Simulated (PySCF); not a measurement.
Sn(OMe)4, SMILES C[O][Sn]([O]C)([O]C)[O]C at its GFN2-xTB optimised geometry (Å):

```
21

C     -0.8998    -3.6652     2.3126
O     -1.6007    -2.6025     1.7158
Sn    -1.0487    -1.7057     0.0000
O     -1.9592     0.0898     0.0000
C     -2.1852     0.8603     1.1541
O      0.9643    -1.7057     0.0000
C      1.7542    -1.5565    -1.1536
O     -1.5988    -2.6044    -1.7154
C     -2.8654    -2.4649    -2.3095
H     -1.4036    -3.8383     3.2670
H      0.1448    -3.4143     2.5040
H     -0.9500    -4.5767     1.7131
H     -2.7825     1.7111     0.8162
H     -1.2538     1.2297     1.5888
H     -2.7467     0.3122     1.9125
H      1.5158    -2.3000    -1.9158
H      1.6668    -0.5560    -1.5828
H      2.7825    -1.7111    -0.8168
H     -3.6522    -2.9276    -1.7097
H     -3.1200    -1.4207    -2.4978
H     -2.7911    -2.9898    -3.2654
```

Method: PBE0/def2-SVP, def2 effective core potentials past Kr in PySCF. The core electrons that the potentials of Sn replace are not part of the density. Cells within 0.4 Å of a nucleus heavier than hydrogen are left out (blank, or x).

Map of the electrostatic potential (hartree/e), clipped to [-0.08, 0.12] on the plane z = 0.0 Å:

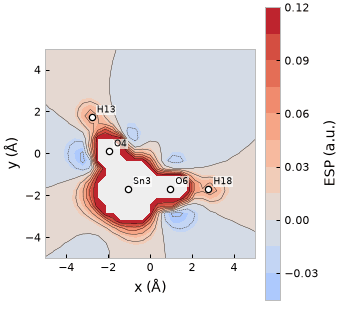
Electrostatic potential (hartree/e), clipped to [-0.08, 0.12] on the plane z = 0.0 Å.
